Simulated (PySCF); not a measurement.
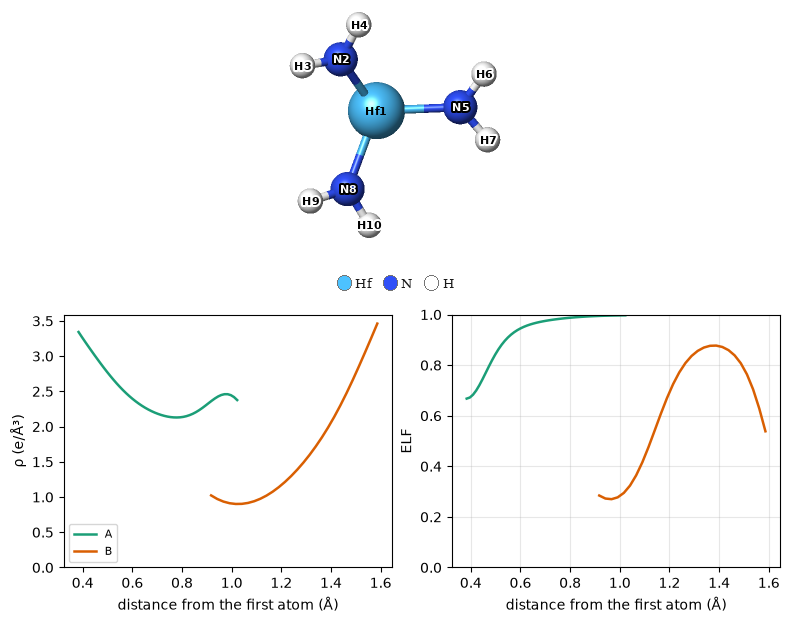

Figure 1: H$_{6}$HfN$_{3}$ (charge +1). Electron density and electron localisation function along straight lines between neighbouring atoms. The curves leave out the atomic cores. The structure is drawn too.

Core potentials replace the inner electrons of Hf.

All numbers below come from RKS PBE0, Hf def2-SVP with ECP60, N def2-SVP, H def2-SVP; non-relativistic Hamiltonian with scalar-relativistic core potentials where named; density fitting (PySCF 2.14.0).

Input file:

```
mol = gto.M(atom='''
Hf    -0.08004     0.04580     0.63961
N      1.87531     0.01454     0.30911
H      2.45119    -0.82573     0.21961
H      2.46983     0.81458     0.08278
N     -0.95309     1.64586    -0.14282
H     -0.49950     2.53846    -0.35134
H     -1.90422     1.69692    -0.51465
N     -0.95346    -1.64194     0.07284
H     -0.48850    -2.54189    -0.06441
H     -1.91752    -1.74660    -0.25072''',
    basis={'Hf': 'def2-SVP', 'N': 'def2-SVP', 'H': 'def2-SVP'},
    ecp={'Hf': 'def2-SVP'},
    charge=1, spin=0)
mf = dft.RKS(mol, xc='PBE0')
mf.grids.atom_grid = (75, 302)  # f atoms: at least (60, 302), unpruned
mf = mf.density_fit()  # Hf def2-universal-JKFIT, N def2-universal-JKFIT, H def2-universal-JKFIT
mf.conv_tol = 1e-09; mf.max_cycle = 55
mf.kernel(dm0)
```

Run with:

```sh
OMP_NUM_THREADS=2 python run.py
```

### Which curve belongs to which contact (Hf–N and N–H)? The first atom named is at distance zero.

Curve A: N–H (1.02 Å): ρ at the midpoint is about 2.7 e/Å³; the ELF climbs to about 1 towards the hydrogen, as it does in any bond to H; a covalent bond by its length. Curve B: Hf–N (1.98 Å): the density is about 0.91 e/Å³ at the midpoint; the ELF peaks at about 0.90 in the valence shell of N, 0.6 Å from its nucleus, and drops to about 0.25 between the two atoms.
